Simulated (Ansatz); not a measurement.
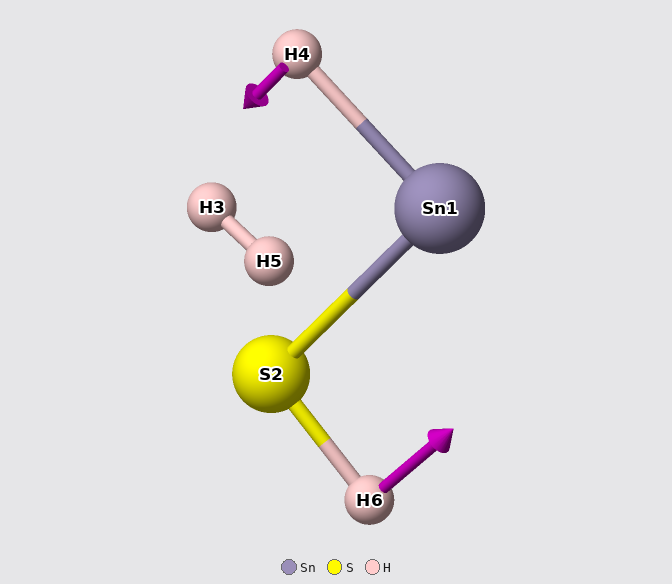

The arrows show one normal mode. Harmonic vibrations computed with RKS PBE0-D4/def2-TZVP, core potentials on Sn (Ansatz 0.2.0) at a stationary point of the same level.

Q: Describe the motion.

A: Mostly H–S–Sn bending.

Q: At what wavenumber does it lie?

A: 744 cm⁻¹; it is mode 9 of 12 counted from the lowest.
